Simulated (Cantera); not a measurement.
A closed system holds: 1 mol SiCl4, a varied amount of H2O, held at 975 °C and 135 Torr.

Equilibrium computed with Cantera from the NASA thermochemical tables; the gas is ideal and each condensed phase is pure. Candidate condensed phases: H2O, Si, SiO2; 30 gas species. The tables' values for SiCl3 are old estimates; treat these amounts as uncertain. The tables hold silica as quartz up to 1696 K and as liquid above; real silica turns to tridymite and cristobalite and melts near 1996 K. Gases not in the tables: Si(OH)4. Kinetics and transport are ignored.

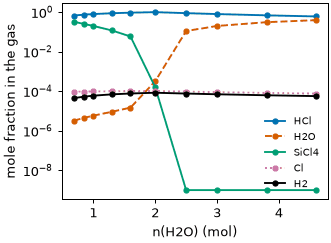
Equilibrium gas composition (values under 1e-9 drawn at 1e-9)

Read off the mole fractions at 4.6 mol H2O.

HCl about 0.61, H2O about 0.39, Cl about 7.6e-5, H2 about 5.7e-5.
